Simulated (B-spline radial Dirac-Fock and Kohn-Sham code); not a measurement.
**Rb³⁰⁺: core levels and X-ray properties**

What does theory give for Rb³⁰⁺? The session works out its X-ray form factor and Compton profile, the binding energy of each subshell and its two-hole states.

Method: a free atom or ion on a radial basis; each step names its model; computed with B-spline radial Dirac-Fock and Kohn-Sham code, version 2.

**1. What is computed**

Rb³⁰⁺, [He] 2s2 2p3.

```
nuclear charge     : 37
electrons          : 7
mass number        : 85
nuclear rms radius : 4.2036 fm
```

**2. Form factor and Compton profile**

Model: Dirac-Fock average of configuration, finite nucleus; form factor of the spherical density, Waller-Hartree incoherent function, impulse-approximation Compton profiles.

Recorded inputs:

```ini
task = scatter
Z = 37
charge = 30
configuration = 1s2 2s2 2p3
mass_number = 85
rms_radius = 4.2036  # fm
s = [0.0, 0.06, 0.07, 0.09, 0.12, 0.15, 0.19, 0.24, 0.3, 0.38, 0.47, 0.6, 0.75, 0.95, 1.19, 1.5, 1.89, 2.38, 3.0, 3.77, 4.75, 5.98, 7.54]  # 1/A
pz = [0, 0.1, 0.2, 0.3, 0.4, 0.5, 0.6, 0.8, 1.0, 1.2, 1.4, 1.6, 1.8, 2.0, 2.5, 3.0, 4.0, 5.0, 7.0, 10.0, 15.0, 20.0, 30.0, 40.0, 60.0, 100.0]  # a.u.
photon_energy = [2000, 17479.3, 20000, 30000, 50000, 100000, 200000, 500000]  # eV
```

From the run's result record (rounded, not every field):

```text
{
  "status": "converged",
  "form_factor [e]": [7.0, 6.9961, 6.9946, 6.9911, 6.9843, 6.9754, 6.9606, 6.9373, 6.9024, 6.8444, 6.764, 6.6214, 6.4214, 6.1052, 5.6699, 5.058, 4.2819, 3.4052, 2.5561, 1.8984, 1.4753, 1.2161, 0.98982],
  "incoherent": [-2.1045e-12, 0.0053452, 0.0072739, 0.012018, 0.021343, 0.033305, 0.053318, 0.084775, 0.13177, 0.20957, 0.31668, 0.50481, 0.76415, 1.1639, 1.6933, 2.3961, 3.2165, 4.0478, 4.7638, 5.2902, 5.6921, 6.0532, 6.4014],
  "compton_total [1/a.u.]": [0.3206, 0.32056, 0.32044, 0.32024, 0.31997, 0.31962, 0.31919, 0.3181, 0.3167, 0.31501, 0.31303, 0.31077, 0.30824, 0.30544, 0.29739, 0.28797, 0.26597, 0.24129, 0.19068, 0.12726, 0.066299, 0.038007, 0.014542, 0.0060708, 0.0013053, 0.00012834],
  "shells": ["1s1/2", "2s1/2", "2p1/2", "2p3/2"],
  "occupation": [2.0, 2.0, 1.0, 2.0],
  "mean_momentum [a.u.]": [32.509, 11.896, 15.879, 15.496],
  "r2 [bohr^2]": 0.14857,
  "r_inverse [1/bohr]": 119.91,
  "r1 [bohr]": 0.8557,
  "coherent [b]": [32.465, 24.654, 22.874, 16.484, 8.9471, 3.3673, 1.071, 0.19583],
  "incoherent_cross_section [b]": [0.012682, 0.72894, 0.89008, 1.4692, 2.1492, 2.5976, 2.5329, 1.959],
  "radial_jk": {
    "2p": {"j0": [1.0, 0.99932, 0.99907, 0.99847, 0.99728, 0.99575, 0.99319, 0.98915, 0.98311, 0.97306, 0.95913, 0.93437, 0.89964, 0.84458, 0.76854, 0.66104, 0.52355, 0.36628, 0.21158, 0.091125, 0.019541, -0.0073132, -0.010089], "j2": [0.0, 0.00027273, 0.00037114, 0.00061321, 0.0010891, 0.0016996, 0.0027211, 0.0043272, 0.0067274, 0.010703, 0.016181, 0.025813, 0.039105, 0.059603, 0.086661, 0.12207, 0.16133, 0.19475, 0.20799, 0.19016, 0.14456, 0.090404, 0.046538], "r2": 0.025712, "r4": 0.0012664, "r6": 0.00010182}
  }
}
```

Form factor and incoherent function, every second point:

```
s (1/Å)   f (e)  f / N      S(s)
      0   7.000  1.000         0
 0.0700   6.995  0.999  0.007274
  0.120   6.984  0.998   0.02134
  0.190   6.961  0.994   0.05332
  0.300   6.902  0.986    0.1318
  0.470   6.764  0.966    0.3167
  0.750   6.421  0.917    0.7642
   1.19   5.670  0.810     1.693
   1.89   4.282  0.612     3.217
   3.00   2.556  0.365     4.764
   4.75   1.475  0.211     5.692
   7.54  0.9898  0.141     6.401
```

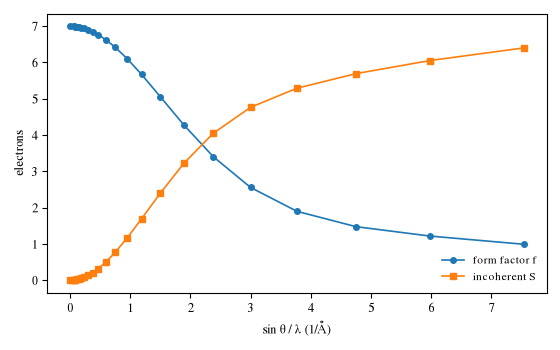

Form factor and incoherent scattering function.

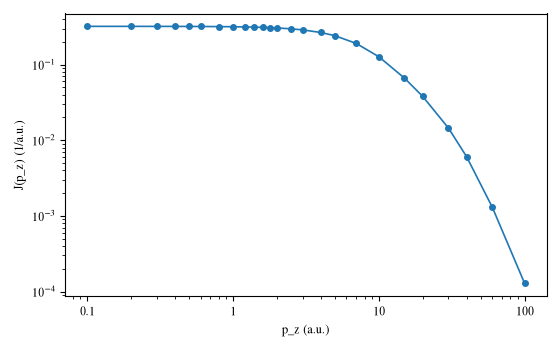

Compton profile, summed over all shells.

**3. Hole states by ΔSCF**

Model: Dirac-Fock average of configuration, Delta-SCF, finite nucleus, first-order Breit with its frequency dependence, self-energy and vacuum polarisation.

The run's settings:

```ini
task = binding
```

From the run's result record (rounded, not every field):

```text
{
  "status": "converged",
  "shells": ["K", "L1", "L2,3"],
  "total_energy_parts [Ha]": [-2103.36717, 1.14891881, -0.0772819308, -0.00390572347, 1.14730976, -0.119850819],
  "koopmans [eV]": [17280.1, 3788.56, 3622.82],
  "dirac_coulomb [eV]": [17267.7, 3787.34, 3621.15],
  "gaunt [eV]": [-23.157, -2.27485, -3.0836],
  "retardation [eV]": [0.980136, 0.162426, 0.527003],
  "breit_frequency [eV]": [0.047818, -0.00910381, 0.0379061],
  "self_energy [eV]": [-13.3629, -1.65519, 0.0336011],
  "vacuum_polarisation [eV]": [1.41695, 0.162303, -0.00865802],
  "binding [eV]": [17233.7, 3783.72, 3618.66],
  "mean_radius [bohr]": [0.0401233, 0.169088, 0.146936]
}
```

total_energy_parts: Dirac-Coulomb, Gaunt, retardation, frequency dependence, self-energy, vacuum polarisation. 

Each level as Koopmans' value plus corrections (eV):

```
    level       -ε  relaxation   Breit     QED  binding
   K (1s)  17280.1      -12.31  -22.13  -11.95  17233.7
  L1 (2s)   3788.6       -1.22   -2.12   -1.49   3783.7
L2,3 (2p)   3622.8       -1.67   -2.52    0.02   3618.7
```

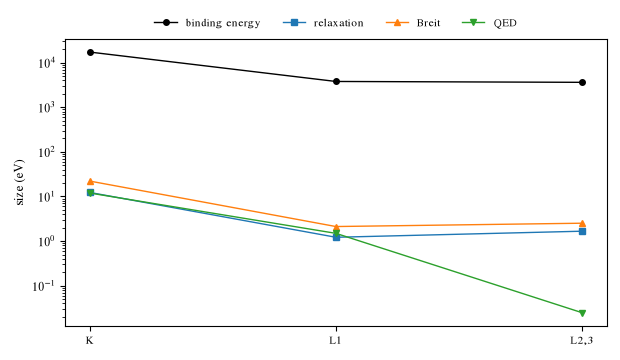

Binding energies and the sizes of their corrections, level by level (signs dropped).

**4. Double vacancies and Auger multiplets**

Model: Dirac-Fock average of configuration, Delta-SCF, finite nucleus, first-order Breit with its frequency dependence, self-energy and vacuum polarisation; two-hole levels by intermediate coupling within the shell, Auger rates as independent-particle Coulomb matrix elements.

The run's settings:

```ini
task = double
```

From the run's result record (rounded, not every field):

```text
{
  "status": "converged",
  "single_binding [eV]": {"K": 17233.67, "L1": 3783.725, "L2,3": 3618.66},
  "double_binding [eV]": {"KK": 35103.27, "L1L1": 7711.713}
}
```

Left out are hole states that did not converge, or in which two open shells of one symmetry are about equally filled, where the average of configuration falls too low.

The cost of two holes beyond the sum of single holes (eV):

```
holes   double  sum of singles      U
  K K  35103.3         34467.3  635.9
L1 L1   7711.7          7567.4  144.3
```

**5. Results**

| quantity | value |
| --- | --- |
| rms radius of the electron cloud | 0.146 bohr |
| form factor halves at | 2.3 1/Å |
| Compton profile at zero | 0.3206 1/a.u. |
| deepest level listed, K (1s) | 17233.7 eV |
| least bound, L2,3 (2p) | 3618.7 eV |
| ionisation energy, NIST (semi-empirical) | 3600.00 eV |
| largest U, K K | 635.9 eV |

In words: f falls from 7 to half of that at s = 2.3 1/Å. Incoherent scattering outweighs coherent from 200 keV on, among the energies asked. For K (1s), relaxation takes off 12.3 eV, Breit terms shift it by -22.13 and QED by -11.95 eV. NIST's ionisation energy differs by -18.66 eV from the least binding energy, within its stated uncertainty. U runs from 144.3 eV (L1 L1) to 635.9 eV (K K). The Hartree-Fock and Dirac-Fock values hold no electron correlation.
